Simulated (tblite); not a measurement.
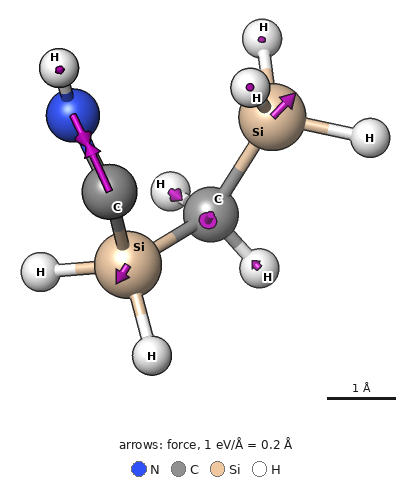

Starting geometry of C2H8NSi2 (multiplicity 2) with the computed forces as purple arrows. A ball-and-stick model, seen at a tilt.

Theory: GFN2-xTB geometry optimisation, gas phase (tblite 0.8.0). 

Is this structure relaxed? If not, where do the atoms go?

It isn't relaxed: the largest force vector, on a C atom, is 4.23 eV/Å. The final displacements have little in common with the starting forces (cosine between the two patterns 0.09). The largest move after the best rigid fit is that of an H atom, 2.07 Å. By element the largest moves are H 2.07 Å, N 0.87 Å, C 0.82 Å, Si 0.46 Å. Among the contacts that change: C–Si 1.820 → 1.897 Å, C–N 1.288 → 1.223 Å, C–Si 1.846 → 1.905 Å, C–H 1.140 → 1.091 Å. Among the angles between lasting bonds that change: N–C–Si 114.7° → 138.6°, C–Si–H 105.9° → 121.3°, C–Si–C 110.8° → 103.3°. Groups turn about C–Si by about 60°, C–Si by about 50°, C–Si by about 50°. After 145 geometry steps the energy has fallen by 67.6 kJ/mol. The run took 0.86 s on 1 thread of Arm Neoverse V1 (shared host).
